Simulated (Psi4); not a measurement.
## CH4Mg (SMILES [CH3][MgH]): methods side by side

CH4Mg has 6 atoms, charge 0, and is taken as a singlet. As SMILES, `[CH3][MgH]`. Geometry: optimised at PBE0/def2-TZVP.

Each level gives the HOMO–LUMO gap (eV). The values are calculated.

```
                                 level                    kind  program  value (eV)
   PBE-D4/def2-TZVPP (density fitting)                     GGA     Psi4        4.65
r2SCAN-D4/def2-TZVPP (density fitting)                meta-GGA     Psi4        5.39
 B3LYP-D4/def2-TZVPP (density fitting)           global hybrid     Psi4        6.02
  PBE0-D4/def2-TZVPP (density fitting)           global hybrid     Psi4        6.47
  wB97M-V/def2-TZVPP (density fitting)  range-separated hybrid     Psi4        9.76
```

The values span 4.65 to 9.76 eV. Orbital gaps aren't excitation energies; they tend to grow with the share of exact exchange.

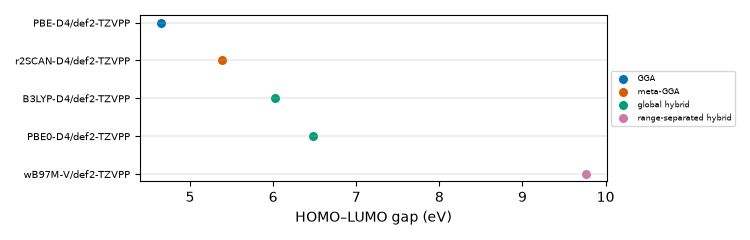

The values of the table, level by level.
